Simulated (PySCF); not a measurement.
**Single-point calculation of BiCl4 (charge −1)**

BiCl4, charge −1, computed with RKS TPSSh, Bi def2-SVP with ECP60, Cl def2-SVP; non-relativistic Hamiltonian with a scalar-relativistic core potential; density fitting (PySCF 2.14.0).

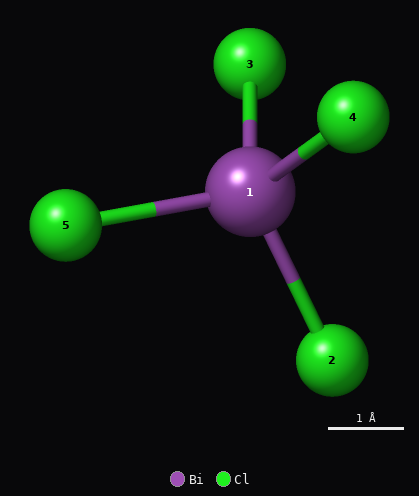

*The structure (ball-and-stick view, seen at a tilt; atoms are numbered from 1 in the order of the input). Sticks mark near contacts.*

**Key numbers**

| quantity | value |
| --- | --- |
| outcome | converged |
| total energy | −2055.115831 hartree |
| HOMO | −2.54 eV |
| LUMO | 2.07 eV |
| largest force (length of the vector) | 0.012 eV/Å |
| hardware | 2 threads of Arm Neoverse V1, 24 GiB of memory available, shared host |
| wall time | 5.2 s (CPU time 10 s) |
| peak memory | 0.86 GiB |

**Input file**
```python
mol = gto.M(atom='''
Bi     0.00000    -0.00000     0.00000
Cl     1.51253     1.51253     1.51253
Cl    -1.51253    -1.51253     1.51253
Cl     1.51253    -1.51253    -1.51253
Cl    -1.51253     1.51253    -1.51253''',
    basis={'Bi': 'def2-SVP', 'Cl': 'def2-SVP'},
    ecp={'Bi': 'def2-SVP'},
    charge=-1, spin=0)
mf = dft.RKS(mol, xc='TPSSH')
mf.grids.atom_grid = (75, 302)  # f atoms: at least (60, 302), unpruned
mf = mf.density_fit()  # Bi def2-universal-JKFIT, Cl def2-universal-JKFIT
mf.conv_tol = 1e-08; mf.max_cycle = 55
mf.kernel(dm0)
```

The script is an equivalent of the set-up of the self-consistent field. The run itself was carried out by a driver, which started from the orbitals of the step before it where there was one and computed the further properties.

Command:
```bash
OMP_NUM_THREADS=2 python <driver script>
```

**What the program printed**
```
init E= -2055.11545197061
  HOMO = -0.0941239849222495  LUMO = 0.0767631677062907  gap/eV = 4.65008
cycle= 1 E= -2055.11565009332  delta_E= -0.000198  |g|= 0.0242  |ddm|= 0.104
  HOMO = -0.0929954810959643  LUMO = 0.0738067466435929  gap/eV = 4.53892
cycle= 2 E= -2055.11531829457  delta_E= 0.000332  |g|= 0.0395  |ddm|= 0.0994
  HOMO = -0.0931905033814689  LUMO = 0.0762877311685838  gap/eV = 4.61174
cycle= 3 E= -2055.11582955841  delta_E= -0.000511  |g|= 0.00242  |ddm|= 0.0625
  HOMO = -0.0933481975056595  LUMO = 0.0760502853407023  gap/eV = 4.60957
cycle= 4 E= -2055.11583128256  delta_E= -1.72e-06  |g|= 0.000172  |ddm|= 0.00236
  HOMO = -0.0933346391147242  LUMO = 0.0760580757811436  gap/eV = 4.60941
cycle= 5 E= -2055.11583128883  delta_E= -6.28e-09  |g|= 3.5e-05  |ddm|= 0.000216
  HOMO = -0.0933416934734134  LUMO = 0.0760546043728201  gap/eV = 4.60951
```

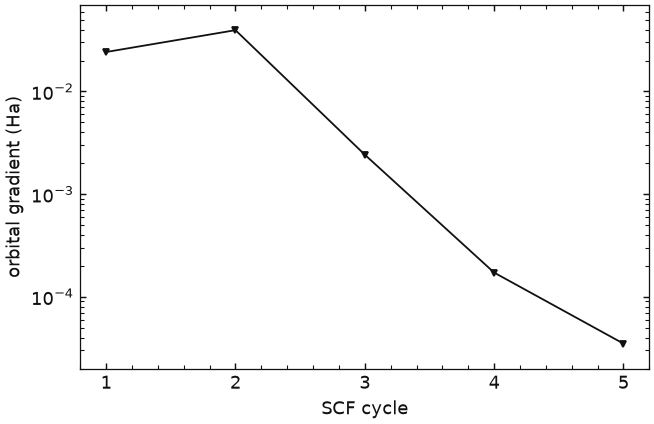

*Convergence of the self-consistent field: orbital gradient against the SCF cycle.*

The residual falls almost steadily, with no more than small rises.

```
Extra cycle  E= -2055.11583128878  delta_E= 5.46e-11  |g|= 3.51e-05  |ddm|= 8.94e-05
converged SCF energy = -2055.11583128878
```

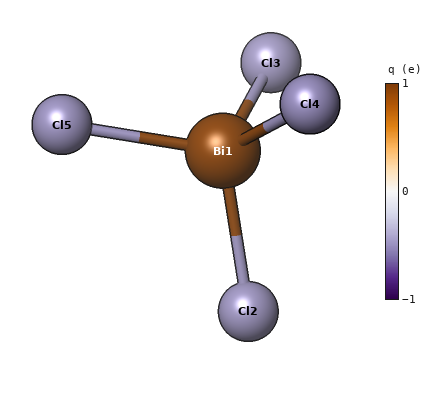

*Mulliken charges, as the colour of each atom (ball-and-stick view, seen at a tilt; atoms are numbered from 1 in the order of the input; Mulliken charges depend strongly on the basis).*

By element: Bi +0.95 and Cl −0.49 e.
